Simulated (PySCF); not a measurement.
# CH₅N₃Si: what the fields show

```xyz
10

N    -0.5391    2.9356   -0.1423
C    -0.3225    1.8314    0.0723
Si    0.0919    0.0379    0.4439
N    -1.2887   -0.7965   -0.1489
N     1.4196   -0.6208   -0.4244
H     0.4517   -0.0265    1.8629
H    -2.2065   -0.4661    0.0990
H    -1.2711   -1.8030   -0.1596
H     1.3225   -0.7814   -1.4140
H     2.3509   -0.3061   -0.2114
```

Geometry: GFN2-xTB.

Theory: PBE0/pcSseg-1, SCF density, gas phase, non-relativistic (PySCF).

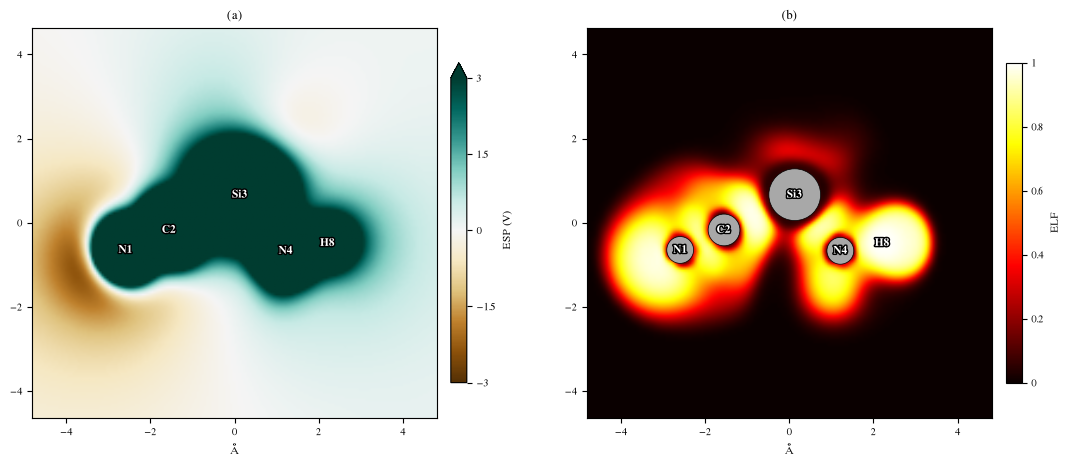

Figure 1. (a) molecular electrostatic potential; (b) ELF on the plane of atoms C2, Si3 and N4. Grey discs cover the atomic cores in the ELF map.

What do the fields say about this system?

Answer.
- Atoms in the plane: N, C, Si and H.
- C–N (1.15 Å): the ELF peaks at about 0.85 between the atoms (a multiple bond).
- Si–N (1.72 Å): the ELF peaks at about 0.90 between the atoms: a shared but strongly polarised pair.
- C–Si (1.88 Å): the ELF peaks at about 1 between the atoms: a shared electron pair.
- N–H (1.01 Å): the ELF climbs to about 1 towards the hydrogen, as it does in any bond to H (an ordinary covalent bond to hydrogen).
- The ELF also peaks beside N1, away from the bonds: lone-pair regions.
- Outside the dense part of the molecule the potential is most negative (−2.3 V) near N1.

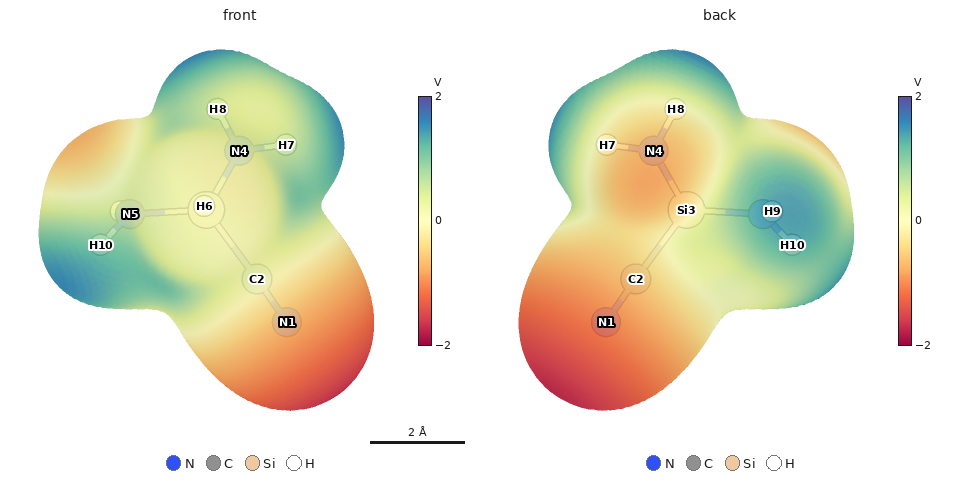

Figure 2. The molecular electrostatic potential painted on the density surface at 0.001 e/bohr³, seen from the front and from behind; red is negative and blue positive.

Describe the electrostatic potential map.

Answer. The most negative region (about −1.7 V) lies over N1, the most positive (about +1.6 V) over H7, H8 and H10. N1 is the likeliest acceptor of a hydrogen bond.

How polar is the molecule by this calculation?

Answer. Its dipole moment is 3.93 D.
